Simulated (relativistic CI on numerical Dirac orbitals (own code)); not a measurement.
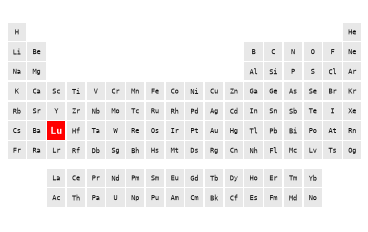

The place of lutetium in the periodic table.

Lu²⁺: relativistic CI calculation

Lu²⁺. Level asked for: Dirac-Coulomb-Breit CI, KLI orbitals optimised for each configuration, model QED (radiative potential, 1s self-energy scaled to tabulated hydrogen-like ionisation energies), numerical settings as typed (relativistic CI on numerical Dirac orbitals, in-house).

**The input**
```
atom Lu  Z=71  charge=3  electrons=68
nucleus A=175  rms_radius_fm=5.3700
hamiltonian dirac-coulomb  breit=on  qed=on  c_scale=1
orbitals kli  potential=per-configuration
slater_scale 1
correlation none
mixing on
grid step=0.0125 r_max=86.5
scf mixing=0.4 start=green max_iterations=58 tolerance=2e-08 node_fill=0.05
configurations
  [Xe] 4f14 6s
  [Xe] 4f14 5d
  [Xe] 4f14 6p
  [Xe] 4f14 6d
  [Xe] 4f13 5d2
end
```

Launched within a batch (the task file carries these settings):
```bash
python <driver script> task.json out
```

The program writes its results to a structured record and prints no log; tables and figures of this report are taken from that record.

**Outcome**

```
quantity                      value
 outcome     refused by the program
hardware  1 CPU thread, shared host
```

**Diagnosis**

This input holds a deliberate fault: charge. The program refused the input; the driver noted: configuration [Xe] 4f14 6s has 69 electrons, the ion has 68.
